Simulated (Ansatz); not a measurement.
CH₄BFO₂: several calculations on one system

## 1. Relaxation

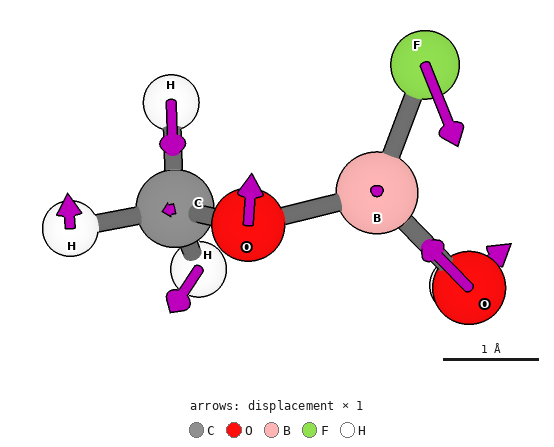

A relaxation of CH$_{4}$BFO$_{2}$. The starting structure is drawn; purple arrows show the displacements, at their true length. The two geometries are superimposed by the best rigid fit.

Style: ball-and-stick. Shown from a free direction.

The run prepares an end point of a later path (torsion) calculation, from a guessed geometry.

These are results of Ansatz, RKS PBE0-D4/def2-mTZVP, not measurements. Settings: no spin polarisation; force threshold 0.015 eV/Å; at most 40 steps.

> What did the optimiser do to the structure, and how much energy did it gain?

Over 28 accepted moves (30 points after the start) the energy falls by 191.8 kJ/mol. Largest force component: 4.6 eV/Å at the start, 0.0099 eV/Å at the end. The line search rejected the trial steps at points 12, 14 of the run. The forces were under the threshold at step 11, but the run went on from there. The atom that moves furthest after the best rigid fit is the F atom (1.17 Å). Largest moves by element: F 1.17 Å, O 0.99 Å, H 0.86 Å, C 0.15 Å, B 0.11 Å. Near-neighbour distances that change, for instance: B–O 1.506 → 1.361 Å, B–F 1.448 → 1.338 Å, B–O 1.441 → 1.346 Å, C–H 1.165 → 1.089 Å. Among the angles between lasting bonds that change: C–O–B 106.5° → 120.2°, B–O–H 105.7° → 112.8°, H–C–H 102.5° → 109.2°. Groups turn about B–O by about 90°, B–O by about 90°. Cost: 41 s on 2 threads of Intel(R) Xeon(R) 6975P-C (Granite Rapids), on a shared host, peak memory 0.24 GiB.

## 2. Relaxation

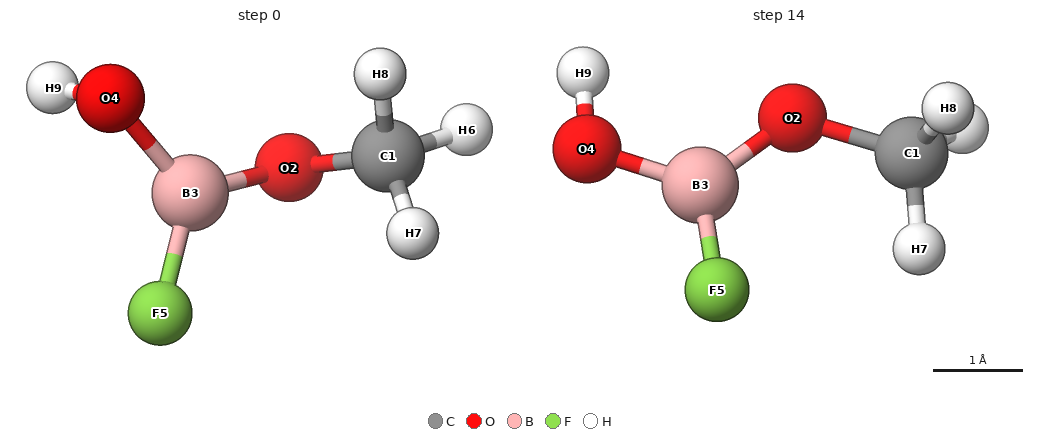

The structure of CH$_{4}$BFO$_{2}$ before (left) and after (right) a relaxation, at one scale.

Style: ball-and-stick. Shown face on.

The run prepares an end point of a later path (torsion) calculation, from a guessed geometry.

These are results of RKS PBE0-D4/def2-mTZVP (Ansatz), not measurements.

The input:
```yaml
crystal:
  periodic: [false, false, false]
  atoms:
    - { symbol: C, position_ang: [-0.5813, 0.3911, -0.9712] }
    - { symbol: O, position_ang: [-1.0292, -0.0248, 0.287] }
    - { symbol: B, position_ang: [0.1438, -0.1821, 1.1088] }
    - { symbol: O, position_ang: [0.68826, 0.91762, 1.98256] }
    - { symbol: F, position_ang: [0.86539, -1.43646, 1.1561] }
    - { symbol: H, position_ang: [-1.5383, 0.5782, -1.6087] }
    - { symbol: H, position_ang: [0.0504, -0.3014, -1.4976] }
    - { symbol: H, position_ang: [-0.0925, 1.4486, -0.9318] }
    - { symbol: H, position_ang: [0.25941, 0.83421, 2.78035] }
basis:
  gaussian: { orbitals: def2-mTZVP }
hamiltonian:
  xc: pbe0
  dispersion: d4
relax:
  f_tol: 0.015
  max_steps: 40
output:
  orbitals: {}
```

Launched with:
```bash
ansatz run input.yaml --threads 2 --pin off --max-ram 3072MiB --backend cpu --events-out ev --progress --plain --runs-dir out
```

Question: What changed between the two?

Answer: After 13 accepted moves (14 points after the start) the energy has fallen by 44.7 kcal/mol. The largest force component goes from 5.5 to 0.0062 eV/Å. The line search rejected the trial step at point 12 of the run. O4 moves most after the best rigid fit: 0.92 Å. Largest moves by element: O 0.92 Å, H 0.70 Å, F 0.66 Å, B 0.24 Å, C 0.06 Å. Near-neighbour distances that change, for instance: B3–O4 1.506 → 1.355 Å, B3–F5 1.448 → 1.335 Å, O2–B3 1.441 → 1.354 Å, C1–H6 1.165 → 1.090 Å. Among the angles between lasting bonds that change: C1–O2–B3 106.5° → 122.0°, B3–O4–H9 105.7° → 112.0°, H6–C1–H8 102.5° → 108.8°. Groups turn about B3–O4 by about 90°, O2–B3 by about 85°, C1–O2 by about 40°.

## 3. Path

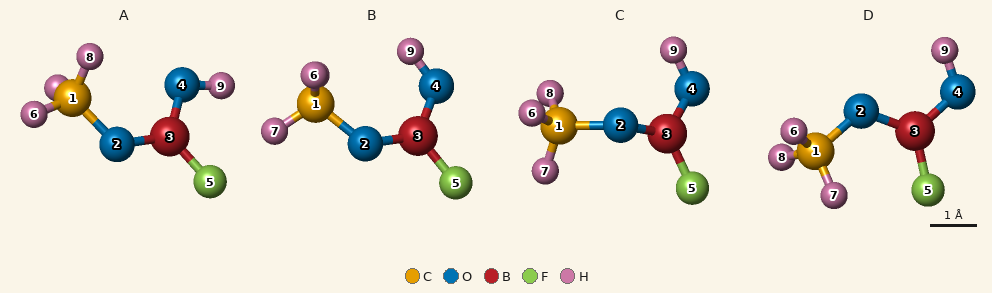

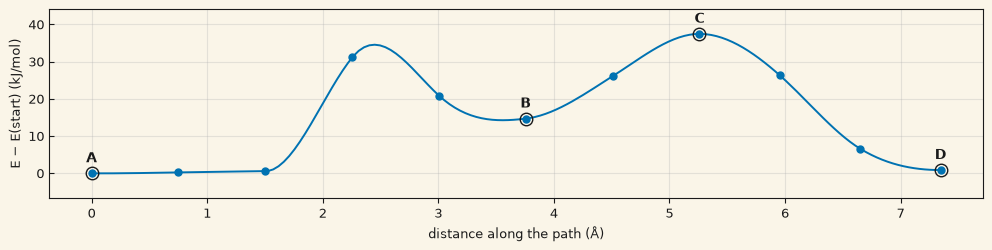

A search for the minimum-energy path of CH$_{4}$BFO$_{2}$ by the nudged elastic band. Images are numbered from 0 (start) to 10 (end). Frames A to D are images 0, 5, 7, 10. A ball-and-stick model, seen at a tilt.

Level of theory: Ansatz 0.2.0, RKS PBE0-D4/def2-mTZVP. Run with 9 movable images; climbing image; force threshold 0.05 eV/Å; iteration limit 60; starting path through a guess of the saddle point.

Describe the mechanism and the energy profile.

Answer. The highest point, image 7, lies 37.5 kJ/mol above the start and 36.6 kJ/mol above the end; the end is at +0.9 kJ/mol relative to the start. The profile has 2 maxima (images 3, 7) with a dip at image 5 (+14.7 kJ/mol), so the process runs in steps. The path has more than one stage, and so few images may leave a stage unresolved. No bond forms or breaks between the ends. Bond angles that change up to the highest image, for instance: O4–B3–F5 120.2° → 116.3°, C1–O2–B3 120.2° → 123.2°. The band converged in 16 iterations. The largest component of the band force went from 30 to 0.048 eV/Å. The climbing image converged on the top of the path. Its vibrational analysis gives one imaginary mode (144i cm⁻¹), as a transition state must have.

Cost: 2.9 min on 2 threads of Intel(R) Xeon(R) 6975P-C (Granite Rapids), on a shared host, peak memory 0.24 GiB.
